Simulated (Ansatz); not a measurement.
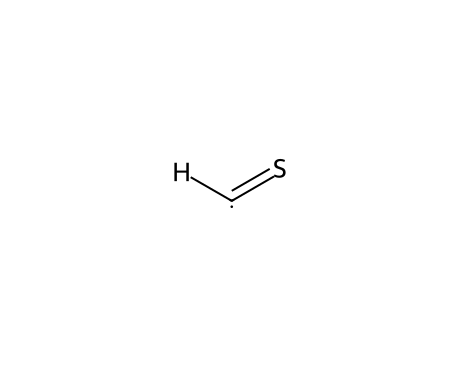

2D structure. The species is neutral and a spin doublet.

Transcribe the drawing into SMILES.

[CH]=S

What is the molecular formula?

CHS.

More results for the same structure follow; atom numbers are the same in all pictures, views and colours differ. Computed geometry: PBE0-D4/def2-TZVP optimisation.

### Geometry

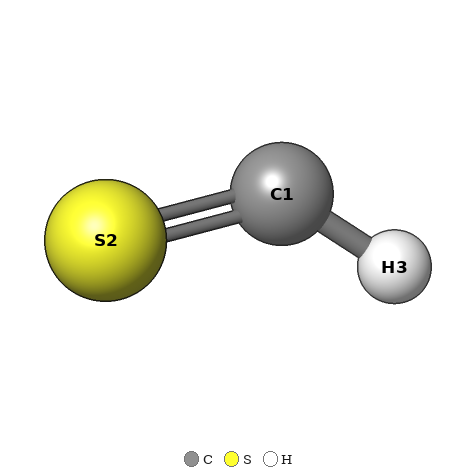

Describe the coordination of atom 1.

C1 has 2 neighbours (S2 at 1.55, H3 at 1.09 Å); the arrangement is bent.

### Vibrations

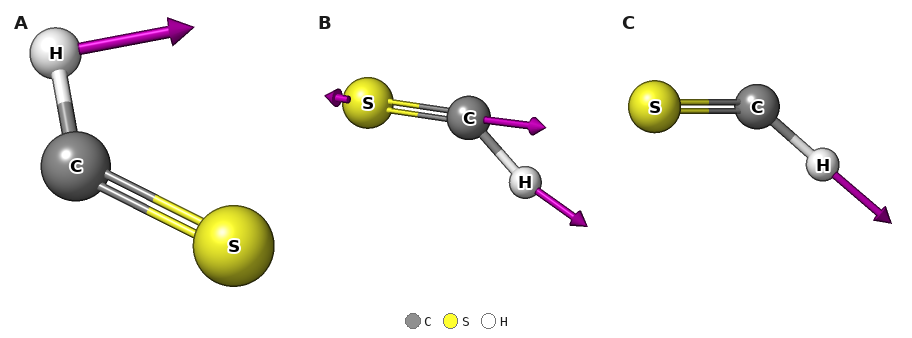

3 normal modes of one molecule or complex, as arrows. Harmonic vibrations computed with UKS PBE0-D4/def2-TZVP (Ansatz 0.2.0) at a stationary point of the same level.

Match the panels to the wavenumbers 821 cm⁻¹, 1238 cm⁻¹, 3138 cm⁻¹.

A: 821 cm⁻¹, H–C–S bending
B: 1238 cm⁻¹, C–S stretching
C: 3138 cm⁻¹, C–H stretching

### Levels of theory compared

Program: Ansatz 0.2.0.

Compare HOMO energy (eV) at these levels: B3LYP-D4/def2-TZVPP; B97M-V/def2-TZVPP; BHLYP-D4/def2-TZVPP; r2SCAN-D4/def2-TZVPP; r2SCAN0-D4/def2-TZVPP; revPBE-D4/def2-TZVPP; ωB97M-V/def2-SVP; ωB97M-V/def2-TZVPP.

```csv
level,HOMO energy (eV)
B3LYP-D4/def2-TZVPP,−5.68
B97M-V/def2-TZVPP,−4.82
BHLYP-D4/def2-TZVPP,−7.16
r2SCAN-D4/def2-TZVPP,−4.97
r2SCAN0-D4/def2-TZVPP,−6.22
revPBE-D4/def2-TZVPP,−4.58
ωB97M-V/def2-SVP,−7.74
ωB97M-V/def2-TZVPP,−7.92
```

### Dipole moment

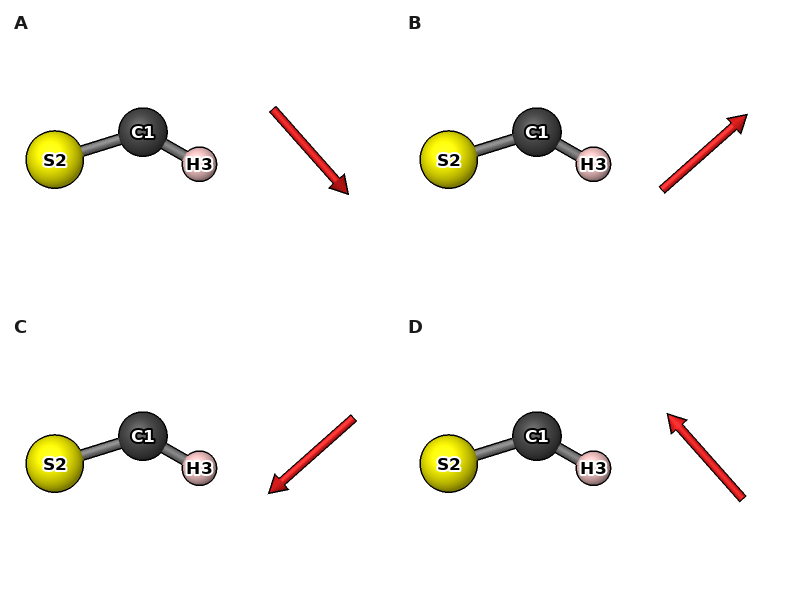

The same molecule four times, each with an arrow. Level of theory: UKS r2SCAN-D4/def2-TZVPP (Ansatz 0.2.0).

Which arrow points along the dipole moment, from the negative to the positive end?

A. The dipole moment is 1.03 D; it points from the side of S2 to the side of H3 (the outermost atoms at the two ends).
